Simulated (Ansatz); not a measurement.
# NaInF3: complex band structure

Aim: relax a made-up compound, NaInF3, and see how good a tunnel barrier it would be. It is built by putting Na for Cs in the CsInF3 structure of space group Fm-3m, with the volume rescaled by atomic radii. The parent structure comes from the Materials Project.

Calculated with Ansatz 0.2.0; r2SCAN DFT, plane waves, PAW files, in the first sound run; inputs show where later runs differ.

The structure was built from a prototype and need not be the compound's stable phase.

### 1. Set-up

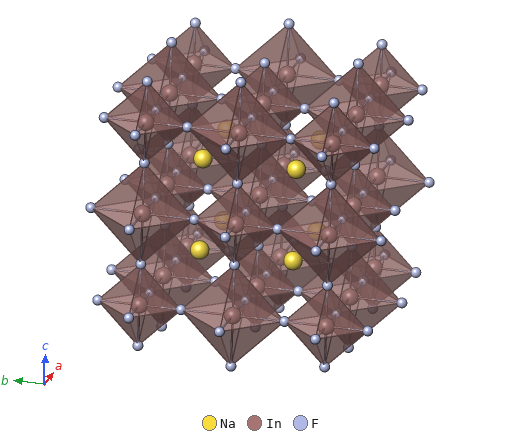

Start, viewed from a free direction; sodium yellow, indium brown, fluorine light blue. This picture shows the conventional cell, with its axes. Some periodic images of atoms are drawn too.

### 2. Cell and atoms at rest

The substituted atoms don't fit the parent's cell, so cell and atoms relax together. A small smearing keeps the run stable in case the gap closes on the way.

The input, input.yaml:

```yaml
crystal:
  lattice:
    - [0.0, 4.1912689018, 4.1912689018]
    - [4.1912689018, 0.0, 4.1912689018]
    - [4.1912689018, 4.1912689018, 0.0]
  atoms:
    - { symbol: Na, position: [0.25, 0.25, 0.25] }
    - { symbol: Na, position: [0.75, 0.75, 0.75] }
    - { symbol: In, position: [0.5, 0.5, 0.5] }
    - { symbol: In, position: [0.0, 0.0, 0.0] }
    - { symbol: F, position: [0.22295747, 0.22295747, 0.77704253] }
    - { symbol: F, position: [0.22295747, 0.77704253, 0.77704253] }
    - { symbol: F, position: [0.77704253, 0.77704253, 0.22295747] }
    - { symbol: F, position: [0.22295747, 0.77704253, 0.22295747] }
    - { symbol: F, position: [0.77704253, 0.22295747, 0.77704253] }
    - { symbol: F, position: [0.77704253, 0.22295747, 0.22295747] }
kpoints:
  mp_grid: { grid: [4, 4, 4] }
scf:
  occupations: { method: gaussian, width: 0.03 }
hamiltonian:
  xc: r2scan
output:
  forces: true
  stress: true
relax:
  f_tol: 0.02
  max_steps: 60
  cell: {}
```

On the command line:

```bash
$ ansatz run input.yaml --threads 2 --pin off --max-ram 4096MiB --backend cpu --events-out ev --progress --plain --runs-dir out
```

Numbers of over 12 decimals in the logs are rounded to 6 here.

Log:

```text
Engine: ansatz 0.2.0, x86_64-unknown-linux-gnu
Pseudopotentials: kind: paw
Pseudopotential: Na, paw, valence charge 9, recommended cutoff 500 eV (meta_gga), Na.paw.azcp
Pseudopotential: In, paw, valence charge 13, recommended cutoff 500 eV (meta_gga), In.paw.azcp
Pseudopotential: F, paw, valence charge 7, recommended cutoff 500 eV (meta_gga), F.paw.azcp
Functional definition: r2SCAN
  parameter k0 = 0.174
  parameter k1 = 0.065
  parameter a1 = 4.9479
  exchange = r2scan_x(k0 = k0, k1 = k1, a1 = a1)
  correlation = r2scan_c
Crystal: 10 atoms, lattice volume = 147.254 Å³
Basis set: ecut = 500 eV, 3719 PW (Γ), exchange–correlation on 180×180×180 points (64 copies of the dense FFT grid, shifted against one another)
Bands: 53, of which v1, the nominal top of the filled ones, is band 43 counted from 1 (42 counted from 0)
Symmetry: 48 space group operations
Space group: Fm-3m (ITA 225), of the structure as read, at distance tolerance 5.3e-5 Å
k-points: 8 of 64
Non-local potential: Na, projectors of the file, l = 0: 3, l = 1: 2, l = 2: 1
Non-local potential: In, projectors of the file, l = 0: 2, l = 1: 2, l = 2: 2, l = 3: 2
Non-local potential: F, projectors of the file, l = 0: 2, l = 1: 2, l = 2: 1
PAW form: soft (Blöchl's): semilocal exchange-correlation on the pseudo side does not see the compensation charge
PAW frozen core: Na, regenerated for the run's functional (the file was generated under x = pbe(κ = 0.804, μ = 0.219515), c = pbe(β = 0.066725))
PAW frozen core: In, regenerated for the run's functional (the file was generated under x = pbe(κ = 0.804, μ = 0.219515), c = pbe(β = 0.066725))
PAW frozen core: F, regenerated for the run's functional (the file was generated under x = pbe(κ = 0.804, μ = 0.219515), c = pbe(β = 0.066725))
PAW one-centre angular grid: Na, 302 points (default); XC on 339 of its mesh's 2595 points in the sphere
PAW one-centre angular grid: In, 590 points (default); XC on 289 of its mesh's 2783 points in the sphere
PAW one-centre angular grid: F, 302 points (default); XC on 160 Gauss nodes
Initial density: superposition of atomic densities (neutral atoms: chi_scale 0, normalization atom), corrected by the library's trained network
Initial wavefunctions: pseudopotential atomic-orbital guess
Functional: x = r2scan, c = r2scan; τ floored in thin density (d = 2e-4 eV/Å³)
SCF iter   1: F=—  HF=-19063.099094 eV  |F-HF|=—  |Δ(HF+E_count)|=         —  Δρ=9.95e-3  dr2=1.01e-1  dr2_τ=3.06e-1  ethr=1.77e-3  ⟨swp⟩=6.5  Hψ=1634  notcnv=0  defer=5
preconditioner: auto → Resta (q_TF=auto, 2.494 Å⁻¹)  ε∞=2.8  [insulator: Δε(μ)=1.665 eV  Ē_g=20.624 eV  σ=0.030 eV  W_gap=1.00  n_scr=50 (ndim 8)  ℏωp=27.7 eV  f_vac=0.193  D(μ)=0.00/eV (n_scr^D=0)  ε∞_Penn≈2.8]
SCF iter   2: F=—  HF=-19063.276907 eV  |F-HF|=—  |Δ(HF+E_count)|=   1.78e-1  Δρ=4.48e-3  dr2=1.51e-2  dr2_τ=2.18e-3  ethr=1.17e-4  ⟨swp⟩=3.0  Hψ=887  notcnv=0  defer=42
SCF iter   3: F=—  HF=-19063.277486 eV  |F-HF|=—  |Δ(HF+E_count)|=   5.79e-4  Δρ=1.30e-3  dr2=1.20e-3  dr2_τ=2.04e-4  ethr=1.76e-5  ⟨swp⟩=2.9  Hψ=740  notcnv=0  defer=18
automatic band count: iteration 3 solves 50 bands in place of 53: the levels show a gap, and the empty bands left out lie too high to hold charge; the band table lists the bands solved (type scf.n_extra_bands for more)
SCF iter   4: F=—  HF=-19063.277522 eV  |F-HF|=—  |Δ(HF+E_count)|=   3.65e-5  Δρ=1.71e-4  dr2=2.50e-5  dr2_τ=4.00e-6  ethr=1.39e-6  ⟨swp⟩=2.2  Hψ=552  notcnv=0  defer=18
SCF iter   5: F=—  HF=-19063.277630 eV  |F-HF|=—  |Δ(HF+E_count)|=   1.08e-4  Δρ=4.46e-5  dr2=2.36e-6  dr2_τ=2.84e-7  ethr=2.91e-8  ⟨swp⟩=2.1  Hψ=596  notcnv=0  defer=18
SCF iter   6: F=—  HF=-19063.277631 eV  |F-HF|=—  |Δ(HF+E_count)|=   1.12e-6  Δρ=1.63e-5  dr2=3.25e-7  dr2_τ=1.71e-8  ethr=2.75e-9  ⟨swp⟩=2.0  Hψ=710  notcnv=0  defer=18
SCF iter   7: F=-19063.277631 eV  HF=-19063.277631 eV  |F-HF|=1.57e-9  |Δ(HF+E_count)|=   1.29e-8  Δρ=3.55e-6  dr2=1.27e-8  dr2_τ=1.16e-9  ethr=1.16e-10  ⟨swp⟩=4.5  Hψ=1299  notcnv=0
SCF 1 converged in 7 iterations: F = -19063.277631 eV  dr2 = 1.27e-8
  greatest PAW one-centre occupation: 1.000 electrons in one spin orbital (limit 2), on the Na atom at site 1 (counted from 0), in its partial waves of l = 0
relax step   1: F+E_penalty+E_count = -19063.27763098 eV  Δ(F+E_penalty+E_count) = +0.000e0 eV  max|allowed force component| = 4.425e0 eV/Å  Δτ_max = 0.0000 Å  P = +26.836 GPa  Ω = 147.254 Å³  (7 SCF iters, dr2 threshold 1.00e-7 eV, accepted)
Crystal: 10 atoms, lattice volume = 170.054 Å³
Basis set: ecut = 500 eV, 4285 PW (Γ), exchange–correlation on 180×180×180 points (64 copies of the dense FFT grid, shifted against one another)
Initial density: handed on by an earlier stage of this run
Initial wavefunctions: those handed on with the density
iter 1 solved again at ethr=4.68e-4 eV; its pass at ethr=3.10e-3 eV (dr2=4.02e-1 eV) is discarded
SCF iter   1: F=—  HF=-19064.266763 eV  |F-HF|=—  |Δ(HF+E_count)|=         —  Δρ=1.41e-2  dr2=4.03e-1  dr2_τ=2.01e0  ethr=4.68e-4  ⟨swp⟩=1.2  Hψ=2062  notcnv=0
automatic band count: iteration 1 solves 50 bands in place of 53: the levels show a gap, and the empty bands left out lie too high to hold charge; the band table lists the bands solved (type scf.n_extra_bands for more)
preconditioner: auto → Resta (q_TF=auto, 2.435 Å⁻¹)  ε∞=3.0  [insulator: Δε(μ)=1.222 eV  Ē_g=18.290 eV  σ=0.030 eV  W_gap=1.00  n_scr=50 (ndim 8)  ℏωp=25.8 eV  f_vac=0.270  D(μ)=0.00/eV (n_scr^D=0)  ε∞_Penn≈3.0]
SCF iter   2: F=—  HF=-19066.111243 eV  |F-HF|=—  |Δ(HF+E_count)|=    1.84e0  Δρ=9.65e-3  dr2=1.03e-1  dr2_τ=8.75e-3  ethr=4.68e-4  ⟨swp⟩=4.0  Hψ=862  notcnv=0
SCF iter   3: F=—  HF=-19066.083616 eV  |F-HF|=—  |Δ(HF+E_count)|=   2.76e-2  Δρ=3.18e-3  dr2=1.98e-2  dr2_τ=1.59e-3  ethr=1.19e-4  ⟨swp⟩=2.8  Hψ=747  notcnv=0  defer=17
SCF iter   4: F=—  HF=-19066.078094 eV  |F-HF|=—  |Δ(HF+E_count)|=   5.52e-3  Δρ=1.10e-3  dr2=2.89e-3  dr2_τ=5.84e-5  ethr=2.30e-5  ⟨swp⟩=2.4  Hψ=630  notcnv=0  defer=17
SCF iter   5: F=—  HF=-19066.077956 eV  |F-HF|=—  |Δ(HF+E_count)|=   1.38e-4  Δρ=2.74e-4  dr2=1.10e-4  dr2_τ=1.38e-5  ethr=3.36e-6  ⟨swp⟩=2.0  Hψ=760  notcnv=0  defer=17
SCF iter   6: F=—  HF=-19066.078118 eV  |F-HF|=—  |Δ(HF+E_count)|=   1.62e-4  Δρ=8.41e-5  dr2=8.61e-6  dr2_τ=5.20e-7  ethr=1.28e-7  ⟨swp⟩=2.0  Hψ=729  notcnv=0  defer=17
SCF iter   7: F=-19066.078122 eV  HF=-19066.078122 eV  |F-HF|=2.79e-7  |Δ(HF+E_count)|=   3.95e-6  Δρ=1.44e-5  dr2=2.43e-7  dr2_τ=3.89e-8  ethr=1.16e-9  ⟨swp⟩=3.0  Hψ=1649  notcnv=0
SCF 2 converged in 7 iterations: F = -19066.078122 eV  dr2 = 2.43e-7
[...]
automatic band count: iteration 1 solves 50 bands in place of 53: the levels show a gap, and the empty bands left out lie too high to hold charge; the band table lists the bands solved (type scf.n_extra_bands for more)
preconditioner: auto → Resta (q_TF=auto, 2.411 Å⁻¹)  ε∞=2.9  [insulator: Δε(μ)=1.626 eV  Ē_g=18.187 eV  σ=0.030 eV  W_gap=1.00  n_scr=50 (ndim 8)  ℏωp=25.0 eV  f_vac=0.281  D(μ)=0.00/eV (n_scr^D=0)  ε∞_Penn≈2.9]
SCF iter   2: F=—  HF=-19066.367474 eV  |F-HF|=—  |Δ(HF+E_count)|=   3.38e-1  Δρ=3.52e-3  dr2=1.47e-2  dr2_τ=1.55e-3  ethr=8.07e-5  ⟨swp⟩=3.9  Hψ=880  notcnv=0
SCF iter   3: F=—  HF=-19066.363213 eV  |F-HF|=—  |Δ(HF+E_count)|=   4.26e-3  Δρ=1.11e-3  dr2=3.24e-3  dr2_τ=1.70e-4  ethr=1.71e-5  ⟨swp⟩=3.0  Hψ=836  notcnv=0  defer=12
SCF iter   4: F=—  HF=-19066.362030 eV  |F-HF|=—  |Δ(HF+E_count)|=   1.18e-3  Δρ=3.87e-4  dr2=4.06e-4  dr2_τ=6.37e-6  ethr=3.76e-6  ⟨swp⟩=2.1  Hψ=659  notcnv=0  defer=12
SCF iter   5: F=—  HF=-19066.362119 eV  |F-HF|=—  |Δ(HF+E_count)|=   8.90e-5  Δρ=1.04e-4  dr2=1.60e-5  dr2_τ=2.23e-6  ethr=4.72e-7  ⟨swp⟩=2.0  Hψ=732  notcnv=0  defer=12
SCF iter   6: F=—  HF=-19066.362130 eV  |F-HF|=—  |Δ(HF+E_count)|=   1.09e-5  Δρ=3.43e-5  dr2=1.71e-6  dr2_τ=1.34e-7  ethr=1.86e-8  ⟨swp⟩=2.0  Hψ=732  notcnv=0  defer=12
SCF iter   7: F=-19066.362131 eV  HF=-19066.362131 eV  |F-HF|=5.33e-8  |Δ(HF+E_count)|=   1.14e-6  Δρ=5.19e-6  dr2=3.78e-8  dr2_τ=4.13e-9  ethr=1.16e-9  ⟨swp⟩=4.1  Hψ=1363  notcnv=0
SCF 3 converged in 7 iterations: F = -19066.362131 eV  dr2 = 3.78e-8
relax step   3: F+E_penalty+E_count = -19066.36213092 eV  Δ(F+E_penalty+E_count) = -2.840e-1 eV  max|allowed force component| = 3.184e-1 eV/Å  Δτ_max = 0.0038 Å  P = +1.967 GPa  Ω = 180.646 Å³  energy of the carried Pulay correction = -2.191e-2 eV  (7 SCF iters, dr2 threshold 1.00e-6 eV, accepted)
[...]
relax step   4: F+E_penalty+E_count = -19066.39546404 eV  Δ(F+E_penalty+E_count) = -3.333e-2 eV  max|allowed force component| = 4.878e-2 eV/Å  Δτ_max = 0.0038 Å  P = +0.247 GPa  Ω = 185.290 Å³  energy of the carried Pulay correction = -2.450e-2 eV  (6 SCF iters, dr2 threshold 1.00e-6 eV, accepted)
[...]
relax step   5: F+E_penalty+E_count = -19066.39581917 eV  Δ(F+E_penalty+E_count) = -3.551e-4 eV  max|allowed force component| = 4.596e-3 eV/Å  Δτ_max = 0.0012 Å  P = +0.010 GPa  Ω = 185.896 Å³  energy of the carried Pulay correction = -2.483e-2 eV  (5 SCF iters, dr2 threshold 1.52e-7 eV, accepted)
[...]
relax step   6: F+E_penalty+E_count = -19066.41399115 eV  Δ(F+E_penalty+E_count) = -1.817e-2 eV  max|allowed force component| = 4.265e-3 eV/Å  Δτ_max = 0.0000 Å  P = +0.078 GPa  Ω = 185.896 Å³  stress off target by 7.79e-2 GPa  SCF on the basis re-selected at this cell (its energy is not comparable with the rows above)  (8 SCF iters)
[...]
relax step   7: F+E_penalty+E_count = -19066.41393237 eV  Δ(F+E_penalty+E_count) = +5.878e-5 eV  max|allowed force component| = 1.573e-3 eV/Å  Δτ_max = 0.0003 Å  P = +0.008 GPa  Ω = 186.182 Å³  energy of the carried Pulay correction = -1.328e-4 eV  (5 SCF iters, dr2 threshold 1.52e-8 eV, accepted)
iter 1 solved again at ethr=4.48e-8 eV; its pass at ethr=3.10e-3 eV (dr2=3.85e-5 eV) is discarded
SCF iter   1: F=—  HF=-19066.414100 eV  |F-HF|=—  |Δ(HF+E_count)|=         —  Δρ=4.00e-5  dr2=6.52e-8  dr2_τ=2.54e-9  ethr=4.48e-8  ⟨swp⟩=3.6  Hψ=2752  notcnv=0
preconditioner: auto → Resta (q_TF=auto, 2.399 Å⁻¹)  ε∞=2.7  [insulator: Δε(μ)=1.814 eV  Ē_g=19.048 eV  σ=0.030 eV  W_gap=1.00  n_scr=50 (ndim 8)  ℏωp=24.6 eV  f_vac=0.288  D(μ)=0.00/eV (n_scr^D=0)  ε∞_Penn≈2.7]
SCF iter   2: F=—  HF=-19066.413973 eV  |F-HF|=—  |Δ(HF+E_count)|=   1.27e-4  Δρ=2.02e-5  dr2=1.72e-8  dr2_τ=6.13e-7  ethr=7.58e-11  ⟨swp⟩=2.6  Hψ=775  notcnv=0
SCF iter   3: F=—  HF=-19066.413960 eV  |F-HF|=—  |Δ(HF+E_count)|=   1.33e-5  Δρ=1.52e-6  dr2=2.54e-9  dr2_τ=7.86e-10  ethr=2.00e-11  ⟨swp⟩=2.2  Hψ=770  notcnv=0
SCF iter   4: F=—  HF=-19066.413960 eV  |F-HF|=—  |Δ(HF+E_count)|=  6.73e-10  Δρ=3.65e-7  dr2=2.13e-10  dr2_τ=3.58e-11  ethr=2.95e-12  ⟨swp⟩=2.0  Hψ=569  notcnv=0
SCF iter   5: F=-19066.413960 eV  HF=-19066.413960 eV  |F-HF|=8.00e-10  |Δ(HF+E_count)|=   5.01e-9  Δρ=1.79e-7  dr2=2.70e-11  dr2_τ=3.17e-11  ethr=1.00e-12  ⟨swp⟩=4.6  Hψ=1298  notcnv=0
SCF 8 converged in 5 iterations: F = -19066.413960 eV  dr2 = 2.70e-11
relax step   8: F+E_penalty+E_count = -19066.41396002 eV  Δ(F+E_penalty+E_count) = -2.765e-5 eV  max|allowed force component| = 1.549e-3 eV/Å  Δτ_max = 0.0000 Å  P = +0.008 GPa  Ω = 186.182 Å³  stress off target by 8.29e-3 GPa  SCF on the basis re-selected at this cell (its energy is not comparable with the rows above)  (5 SCF iters)
basis re-selected at this cell: Δ(F+E_penalty+E_count) = -2.765e-5 eV, ΔP = -0.000 GPa vs the last step (what re-selecting the basis moved, of the pressure what is left beyond the Pulay correction that the steps carried, after the strain that the cell walked since its last selection, with what the two solves' SCF thresholds leave and, on support functions, any second-order correction that the steps lacked; it is no m [...]
SCF converged after 5 iterations
Free energy (F): -19066.413960 eV
Harris-Foulkes:  -19066.413960 eV  (|F-HF|=8.00e-10)
Internal energy: -19066.413960 eV  (E = F + TS)
E sigma→0 (E₀):  -19066.413960 eV
Fermi energy:    5.059942 eV
--- Per-component energies (eV) ---
  E_band       = -964.284569
  E_kinetic    = 1974.899179
  E_local      = -9512.090488  (includes V_loc(G=0)·N_el)
  E_nonlocal   = 1407.877687
  E_hartree    = 3629.374192
  E_xc         = -949.870172
  E_vxc        = -1021.548647  (∫ρ·V_xc dr)
  E_paw        = -10124.279304  (= ΣΔE_a)
  E_vpaw       = -1149.918271  (= ΣTr[D̂ρ^β])
  E_aug_tail   = 0.005850  (compensation charges beyond the density's cutoff)
  E_vtau       = 77.741489  (kinetic-family band-sum trace: ∫τ·v_τ [+ j·A + Jᵃ·Aᵃ] dr)
  E_ewald      = -5494.021111
  E_core_change = 1.690208  (= ΣΔE_core)
  E_smearing   = -0.000000  (= −TS)
  E_closure    = 0.000000  (closes the sum)
  Σ components = -19066.413960   (vs F -19066.413960, Δ=0.00e0)
--- Forces (eV/Å), atoms counted from 1 ---
  atom   1  Na    -0.00000000    -0.00000000     0.00000000
  atom   2  Na     0.00000000     0.00000000     0.00000000
  atom   3  In     0.00000000    -0.00000000     0.00000000
  atom   4  In    -0.00000000     0.00000000     0.00000000
  atom   5  F      0.00000000     0.00000000    -0.00154933
  atom   6  F      0.00154933    -0.00000000     0.00000000
  atom   7  F     -0.00000000    -0.00000000     0.00154933
  atom   8  F     -0.00000000    -0.00154933    -0.00000000
  atom   9  F      0.00000000     0.00154933     0.00000000
  atom  10  F     -0.00154933    -0.00000000    -0.00000000
  max |Σ_I F_I| component: 1.30e-18 eV/Å
--- Stress (GPa, compression-positive) ---
        0.008290       0.000000       0.000000
        0.000000       0.008290       0.000000
        0.000000       0.000000       0.008290
  P = ⅓ Tr σ = 0.0083 GPa (0.083 kbar)
--- Relaxed structure (6 steps of the walk, 6 accepted, 2 SCFs on fresh bases) ---
  F+E_penalty+E_count = -19066.41396002 eV   max|allowed force component| = 1.549e-3 eV/Å   (the final SCF, on the basis selected at the relaxed cell)
  cell:  # Å, volume = 186.1816 Å³
    - [0, 4.532129, 4.532129]
    - [4.532129, 0, 4.532129]
    - [4.532129, 4.532129, 0]
  atoms:
    - { symbol: Na, position: [0.25, 0.25, 0.25] }
    - { symbol: Na, position: [0.75, 0.75, 0.75] }
    - { symbol: In, position: [0.5, 0.5, 0.5] }
    - { symbol: In, position: [-1.2546034768364656e-19, 2.4574707278239944e-19, 0] }
    - { symbol: F, position: [0.228829, 0.228829, 0.771171] }
    - { symbol: F, position: [0.228829, 0.771171, 0.771171] }
    - { symbol: F, position: [0.771171, 0.771171, 0.228829] }
    - { symbol: F, position: [0.228829, 0.771171, 0.228829] }
    - { symbol: F, position: [0.771171, 0.228829, 0.771171] }
    - { symbol: F, position: [0.771171, 0.228829, 0.228829] }
```

Wall time 21 s (2 threads of Intel Xeon 6975P-C (Granite Rapids), shared host); peak memory 1 GiB; 39 s of CPU time.

The steps of the relaxation:

| step | energy less that of the first step (eV) | largest force component (eV/Å) | pressure (GPa) | volume (Å³) |
| --- | --- | --- | --- | --- |
| 1 | 0.0000 | 4.4249 | 26.84 | 147.25 |
| 2 | -2.8005 | 0.9636 | 6.59 | 170.05 |
| 3 | -3.0845 | 0.3184 | 1.97 | 180.65 |
| 4 | -3.1178 | 0.0488 | 0.25 | 185.29 |
| 5 | -3.1182 | 0.0046 | 0.01 | 185.90 |
| 6* | -3.1364 | 0.0043 | 0.08 | 185.90 |
| 7 | -3.1363 | 0.0016 | 0.01 | 186.18 |
| 8* | -3.1363 | 0.0015 | 0.01 | 186.18 |

Relaxation steps marked * repeat the geometry before them on a plane-wave basis chosen anew for their cell, so energy and pressure can jump there.

The run keeps the 48 symmetry operations that it works with, so distortions that break them were not tested.

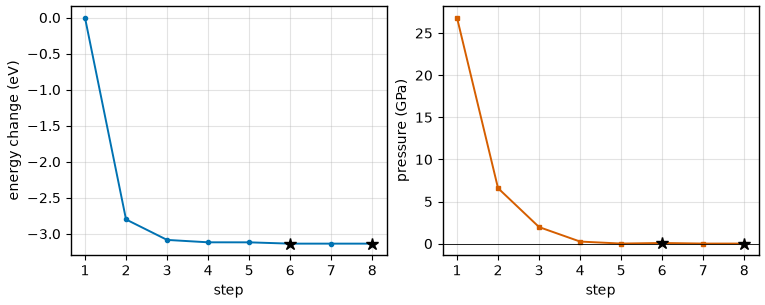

Energy and pressure along the relaxation. Stars mark steps on a basis chosen anew.

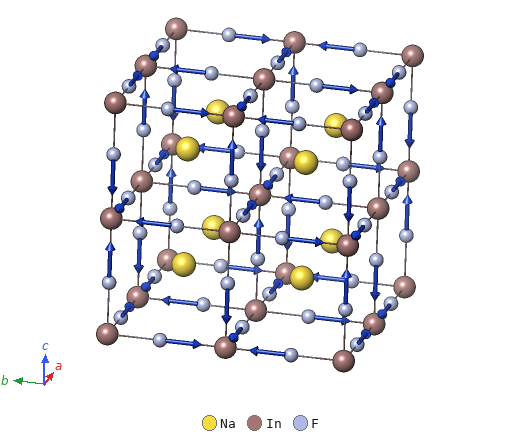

Displacements in the relaxation, exaggerated, measured against the changing cell; the longest in the cell stands for 0.05 Å. Some periodic images of atoms are drawn too.

| conventional cell, symmetrised | before | after | change |
| --- | --- | --- | --- |
| a (Å) | 8.383 | 9.064 | +8.1 % |
| b (Å) | 8.383 | 9.064 | +8.1 % |
| c (Å) | 8.383 | 9.064 | +8.1 % |
| volume (Å³/atom) | 14.73 | 18.62 | +26.4 % |

The atoms that moved most (Å, as changes of fractional coordinates times the final cell):

```csv
atom,dx,dy,dz,length
F6,-0.053,0.000,0.000,0.053
F7,0.000,0.000,-0.053,0.053
F9,0.000,-0.053,0.000,0.053
F10,0.053,0.000,0.000,0.053
F5,0.000,0.000,0.053,0.053
F8,0.000,0.053,0.000,0.053
```

Numbers from this step:

| Property | Result |
| --- | --- |
| free energy | -19066.4140 eV |
| Fermi energy | 5.060 eV |
| pressure | 0.008290 GPa |

The largest force component on a free atom ends at 0.0015 eV/Å.

[end of part 1 of 3]

[Logs are printed without paths, hosts, clocks, repeated set-up lines and the standing remarks that a program may print on its own settings, such as how far it seeks lower states.]

[Hosts, paths, dates, database ids (printed as entryN), source tags and the programs' standing remarks are cut or masked in the printed files.]
